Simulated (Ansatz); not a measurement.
# CHAlO (triplet): the correlation ladder, def2-QZVPP

Aim: climb from Hartree-Fock through coupled cluster for CHAlO (triplet) at one geometry and basis, and see what each rung misses.

Program: Ansatz 0.2.0, Gaussian basis. Level of theory: def2-QZVPP, core rule «outside noble gas», up to 7 orbitals frozen. These are calculated values, not measurements.

The runs, in order: UHF; ROHF; CCSD(T) on UHF.

2 further runs of the same task are left out: 2 set aside as unsound or not needed. Runs told in other sessions of the task aren't counted.

## 1. The system

The geometry is a PBE0/def2-TZVP stationary point (not a proven minimum) of the parent state, kept for this charge and spin.

4 atoms, charge 0, spin multiplicity 3.

Atoms are counted from 1 here; the program's logs count them from 0.

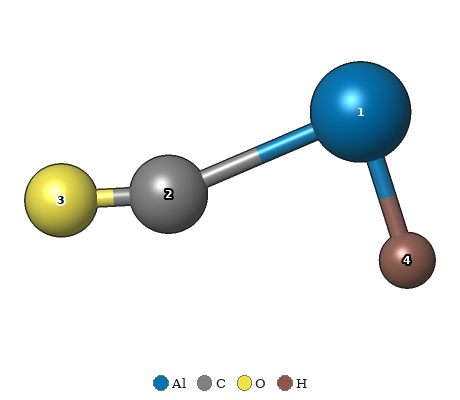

The structure; aluminium blue, carbon grey, oxygen yellow, hydrogen brown; atoms are numbered from 1 in the order of the file.

In the tables R marks a restricted open-shell determinant and U an unrestricted one; energies count from the table's Hartree-Fock row.

## 2. UHF

Input file in.yaml:

```yaml
crystal:
  periodic: [false, false, false]
  atoms:
    - {symbol: Al, position_ang: [0.000000, -0.113080, 1.406118]}
    - {symbol: C, position_ang: [0.000000, 0.189159, -0.775794]}
    - {symbol: O, position_ang: [0.000000, -0.047504, -1.881062]}
    - {symbol: H, position_ang: [0.000000, 1.527034, 1.462841]}
basis:
  gaussian: {orbitals: "def2-QZVPP.json"}
magnetization: {spin_polarized: true, initial_magnetization: 2}
hamiltonian: {xc: hf}
output: {orbitals: {seedname: orbitals}}
```

Launch:

```bash
$ ansatz run in.yaml --threads 1 --pin off --events-out ev --progress --plain --max-ram 2393MiB
```

Log:

```text
Functional definition: HF
  name "HF"
  cite "Fock, Z. Phys. 61, 126 (1930) doi:10.1007/BF01340294"
  parent pbe
  exchange = exact_x
  correlation = 0
954 factors; their error is unknown
mean field evaluation 1: about -9661.9877 eV, gradient 2.3e1 eV
mean field evaluation 2: about -9664.3584 eV, gradient 1.8e1 eV
mean field evaluation 4: about -9665.8073 eV, gradient 1.9e0 eV
mean field evaluation 8: about -9666.0088 eV, gradient 1.9e-1 eV
mean field evaluation 16: about -9662.0418 eV, gradient 2.3e1 eV
mean field evaluation 32: about -9664.1009 eV, gradient 5.0e0 eV
mean field -9666.06481473 eV, -355.2213300474 hartree, gradient 2.6e-5 eV, S^2 2.008040; 0 other end points of the search recorded, 0 dependent functions left out
reference -9666.06481473 eV, -355.2213300474 hartree; 15, 13 occupied and 199, 201 virtual orbitals, 954 factors
Total energy: -9666.06481473 eV, -355.2213300474 hartree
```

Wall time 8.5 s (1 thread of Arm Neoverse V1, shared host); peak memory 0.4 GiB.

From the report: ⟨S²⟩ of the determinant 2.008 (pure triplet: 2.00).

## 3. ROHF

Changes to in.yaml since step 2:

```diff
@@ -9,3 +9,3 @@
   gaussian: {orbitals: "def2-QZVPP.json"}
-magnetization: {spin_polarized: true, initial_magnetization: 2}
+magnetization: {spin_polarized: false, initial_magnetization: 2}
 hamiltonian: {xc: hf}
```

The command is unchanged.

Log:

```text
Functional definition: HF
  name "HF"
  cite "Fock, Z. Phys. 61, 126 (1930) doi:10.1007/BF01340294"
  parent pbe
  exchange = exact_x
  correlation = 0
954 factors; their error is unknown
mean field evaluation 1: about -9662.5584 eV, gradient 2.9e1 eV
mean field evaluation 2: about -9664.1736 eV, gradient 2.8e1 eV
mean field evaluation 4: about -9665.8924 eV, gradient 1.8e0 eV
mean field evaluation 8: about -9665.9672 eV, gradient 2.9e-1 eV
mean field evaluation 16: about -9592.5253 eV, gradient 1.1e2 eV
mean field evaluation 32: about -9662.7098 eV, gradient 1.2e1 eV
mean field -9666.02288850 eV, -355.2197892868 hartree, gradient 1.0e-5 eV, S^2 2.000000; 0 other end points of the search recorded, 0 dependent functions left out
reference -9666.02288850 eV, -355.2197892868 hartree; 15, 13 occupied and 199, 201 virtual orbitals, 954 factors
Total energy: -9666.02288850 eV, -355.2197892868 hartree
```

Run time: 6 s. Hardware: 1 thread of Arm Neoverse V1, shared host; peak memory 0.38 GiB.

## 4. CCSD(T) on UHF

Changes to in.yaml since step 3:

```diff
@@ -9,4 +9,3 @@
   gaussian: {orbitals: "def2-QZVPP.json"}
-magnetization: {spin_polarized: false, initial_magnetization: 2}
-hamiltonian: {xc: hf}
-output: {orbitals: {seedname: orbitals}}
+magnetization: {spin_polarized: true, initial_magnetization: 2}
+correlation: {method: ccsd_t, electrons: outside_noble_gas}
```

Launch:

```bash
$ ansatz run in.yaml --threads 4 --pin off --events-out ev --progress --plain --max-ram 9574MiB
```

Log, cut to the lines that bear on the results:

```text
Functional definition: HF
  name "HF"
  cite "Fock, Z. Phys. 61, 126 (1930) doi:10.1007/BF01340294"
  parent pbe
[...]
1304 factors; integrals over basis functions are off by at most 9.7e-4 eV
[...]
mean field -9666.06506183 eV, -355.2213391281 hartree, gradient 1.2e-6 eV, S^2 2.008040; 6 other end points of the search recorded, 0 dependent functions left out
determinant -9666.06506183 eV, -355.2213391281 hartree, with singles and doubles -9678.60724425 eV, -355.6822558305 hartree
determinant -9664.87089143 eV, -355.1774541752 hartree, with singles and doubles -9677.32319580 eV, -355.6350679203 hartree
determinant -9663.04347397 eV, -355.1102978222 hartree, with singles and doubles -9675.86777193 eV, -355.5815820797 hartree
determinant -9662.78077692 eV, -355.1006438836 hartree, with singles and doubles -9675.47832161 eV, -355.5672700446 hartree
7 core orbitals not correlated: weight in the atoms' cores, before any rotation towards them, 1.000 or more for the frozen orbitals, at most 0.000 for the correlated occupied ones
reference -9666.06506183 eV, -355.2213391281 hartree; 8, 6 occupied and 199, 201 virtual orbitals, 1304 factors
second order -12.04861568 eV of doubles, -0.00000000 eV of singles
cycle   1  -12.28570048 eV  change    -1.1e0 eV  update   2.8e-2
[...]
cycle  11  -12.34075985 eV  change   -5.3e-6 eV  update   1.1e-5
perturbative correction -0.62155757 eV, -0.0228418195 hartree
Total energy: -9679.02737926 eV, -355.6976955073 hartree
```

It took 46 s on 4 threads of Arm Neoverse V1, shared host; peak memory 4.7 GiB.

From the report: ⟨S²⟩ of the determinant 2.008 (pure triplet: 2.00); correlation -12.9623 eV; T1 0.029; largest double amplitude 0.04.

## 5. All levels against the top one

No level here is safe as a reference; UCCSD(T) serves as a yardstick only. Rows without a time are mean-field rows or come out of runs for another level: lower rungs of the coupled-cluster runs, or the Hartree-Fock search.

```tsv
method	energy from the lowest ROHF (meV)	from UCCSD(T) (meV)	time
ROHF	0.0	+13004.5	
UHF	-42.2	+12962.3	
UMP2	-12090.8	+913.7	
UCCSD	-12382.9	+621.6	
UCCSD(T)	-13004.5	0	46 s
```

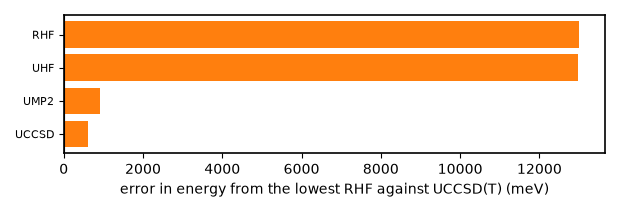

Deviations from UCCSD(T), method by method.

## 6. Outcome

```
                    quantity        value
UCCSD(T) from the ROHF energy  -13.0045 eV
          UMP2 from UCCSD(T)   +913.7 meV
```
